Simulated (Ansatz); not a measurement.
**Fields on a plane of MgS (rock salt)**

```xyz
2
Lattice="0.0000 2.6148 2.6148 2.6148 0.0000 2.6148 2.6148 2.6148 0.0000" Properties=species:S:1:pos:R:3 pbc="T T T"
S      0.0000     0.0000     0.0000
Mg     2.6148     2.6148     2.6148
```

The slice is a {110} plane (indices of the conventional cell) through the point (0.500, 0.500, 0.500) (fractional), spanned by u = [100] and v = [1 -1 -1] in vectors of this cell: u (3.70 Å) and v (5.23 Å, at 90° to u). It covers one period; positions are fractions (u, v).

Atoms on it: S at (0.00, 0.50); Mg at (0.00, 0.00).

Calculation: PBE (plane waves to 420 eV, PAW, scalar-relativistic; Ansatz, a quantum-chemistry and plane-wave program). k mesh 11×11×11. Inside the PAW spheres the values are not all-electron values, and peaks at nuclei hang on which shells count as valence. MgS was relaxed with its symmetry unable to fall.

```
|0000001133555555443322222222334455555533110000|
|0000112244555555443322222222334455555544221100|
|1111223344555544443322222222334444555544332211|
|3333445555555544333322222222333344555555554433|
|5555555555554444332222222222223344445555555555|
|5555555555444433332222222222223333444455555555|
|5555554444333333222222222222222233333344445555|
|4444443333332222222222222222222222223333334444|
|4444333322222222222222222222222222222222333344|
|4444333322111111112222222222221111111122333344|
|6666553322111111112222222222221111111122335566|
|9988775533221111111122222222111111112233557788|
|9999886644332211112222222222221111223344668899|
|8888888866442211112222222222221111224466888888|
|5566888877553322112222222222221122335577888866|
|3355779977553322112222222222221122335577997755|
|5566888877553322112222222222221122335577888866|
|8888888866442211112222222222221111224466888888|
|9999886644332211112222222222221111223344668899|
|9988775533221111111122222222111111112233557788|
|6666553322111111112222222222221111111122335566|
|4444333322111111112222222222221111111122333344|
|4444333322222222222222222222222222222222333344|
|4444443333332222222222222222222222223333334444|
|5555554444333333222222222222222233333344445555|
|5555555555444433332222222222223333444455555555|
|5555555555554444332222222222223344445555555555|
|3333445555555544333322222222333344555555554433|
|1111223344555544443322222222334444555544332211|
|0000112244555555443322222222334455555544221100|
|0000001133555555443322222222334455555533110000|
|0000001133445555443322222222334455554433110000|
```
Scale: ten equal steps from 0.003 (start of '0') to 0.144 (end of '9'), in the order '0123456789'. Values: density of the lowest conduction band (whole band as if filled, smooth part) in e/Å³. The map has 23 points along u (two characters each, u = 0 at the left) and 32 along v (v = 0 in the bottom row). 

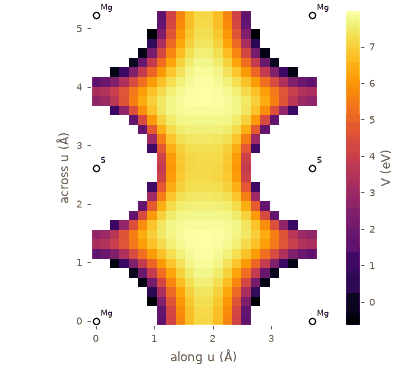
Electrostatic potential energy of an electron, from the cell's mean, in eV, one period of the plane, atoms marked. Points within 1 Å of a nucleus are left white, as the pseudised field means little there. The zero, the cell's mean, hangs on the PAW cores.

- Element round which the density of the highest valence band (whole band, smooth part) is largest on this plane: S
